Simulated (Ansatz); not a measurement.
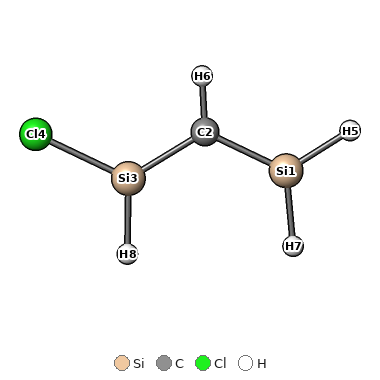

The system is CH4ClSi2, charge +1; the picture shows the reference structure. First axis: bond length C2–Si3. Second axis: dihedral Si1–C2–Si3–Cl4. Nothing is relaxed (all other coordinates rigid). Grid: 11 × 12 points; 77 points were computed and 55 follow by symmetry. Points are written as (first, second). All energies are given in kcal/mol relative to the relaxed molecule at the same level. The calculation used RHF/def2-TZVP (Ansatz).

Its coordinates:

```xyz
8

Si    0.5373    1.3725   -0.6072
C    -0.5026    0.0065   -0.4020
Si   -0.2100   -1.2374    0.7642
Cl   -1.3947   -2.7956    0.9997
H     0.2736    2.4101   -1.5955
H    -1.3748   -0.0733   -1.0309
H     1.7309    1.5295    0.2176
H     0.9403   -1.2124    1.6541
```

Range: bond length C2–Si3 from 1.522 to 2.162 Å; dihedral Si1–C2–Si3–Cl4 from −180 to 150°.

### What landscape does the calculation give?

The lowest grid point is at (1.714 Å, −180°), 0.10 kcal/mol from the relaxed molecule at the same level. There is a further well near (1.714 Å, 0°) (0.7 kcal/mol above the lowest at that grid point). The highest grid point, (2.162 Å, −90°), lies 44.5 kcal/mol above the lowest. On the interpolated surface the easiest way out of the lowest well to the well at about (1.73 Å, 0°) passes a barrier of about 15 kcal/mol. Round the minimum the two coordinates are nearly uncoupled.

```
dihedral Si1–C2–Si3–Cl4 ↓, bond length C2–Si3 →  1.522  1.586  1.650  1.714  1.778  1.842  1.906  1.970  2.034  2.098  2.162
                                            150   26.6   13.6    6.4    3.6    4.1    6.9   11.5   17.4   24.1   31.3   38.8
                                            120   35.9   22.5   14.8   11.4   11.3   13.6   17.6   22.9   29.0   35.6   42.6
                                             90   41.2   27.5   19.5   15.8   15.4   17.3   21.0   25.9   31.7   38.0   44.6
                                             60   35.9   22.4   14.8   11.4   11.3   13.6   17.6   22.9   29.0   35.6   42.6
                                             30   27.1   14.1    6.8    4.0    4.4    7.2   11.8   17.6   24.3   31.5   39.0
                                              0   23.5   10.6    3.5    0.8    1.4    4.5    9.3   15.3   22.2   29.6   37.3
                                            −30   27.1   14.1    6.8    4.0    4.4    7.2   11.8   17.6   24.3   31.5   39.0
                                            −60   35.9   22.4   14.8   11.4   11.3   13.6   17.6   22.9   29.0   35.6   42.6
                                            −90   41.2   27.5   19.5   15.8   15.4   17.3   21.0   25.9   31.7   38.0   44.6
                                           −120   35.9   22.5   14.8   11.4   11.3   13.6   17.6   22.9   29.0   35.6   42.6
                                           −150   26.6   13.6    6.4    3.6    4.1    6.9   11.5   17.4   24.1   31.3   38.8
                                           −180   22.4    9.6    2.7    0.1    0.8    3.9    8.8   14.9   21.9   29.3   37.1
```

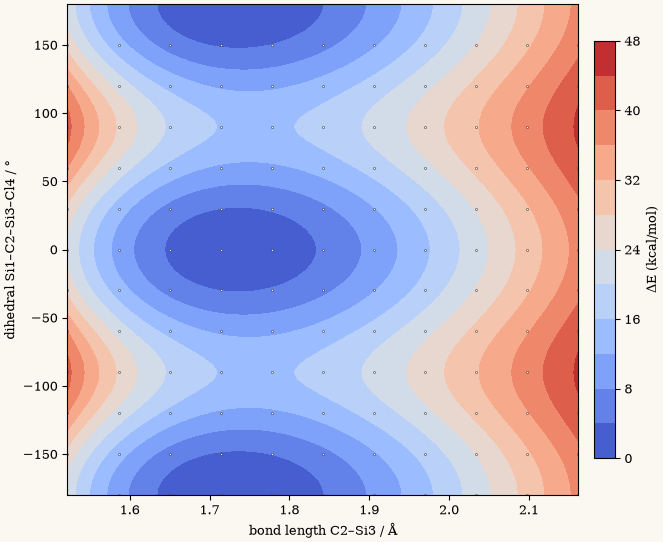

In the figure: filled contours, dots at the grid points. Between grid points the surface is interpolated.

Each point was launched as `ansatz run input.yaml --threads 1 --pin off --max-ram 2560MiB --backend cpu --events-out ev --progress --plain --runs-dir out`. The whole map (77 points run) took 7 min on 1 thread of Arm Neoverse V2, on a shared host.
